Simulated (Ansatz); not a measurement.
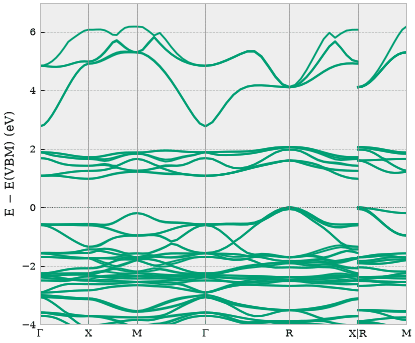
Fig. 1. Band structure from the program Ansatz at the r²SCAN with spin–orbit coupling level (PAW)

Problem. Read off the gap and where the band edges lie.

Solution. About 1.0 eV (0.97 eV by a search for the band edges); maximum at R, minimum at X.

The material is VCu3Se4 in space group P-43m (No. 215; V on 1a, Cu on 3d, Se on 4e).

The first step of the workflow began from a Materials Project structure, measured or hypothetical; the Crystallography Open Database copy checked does not list it. Whether it is the stable phase at ambient conditions was not checked. The r²SCAN relaxation kept the symmetry of its start; its stability against distortions is not shown here. No spin polarisation was allowed.

Potentials: the later of the program's two PAW sets.
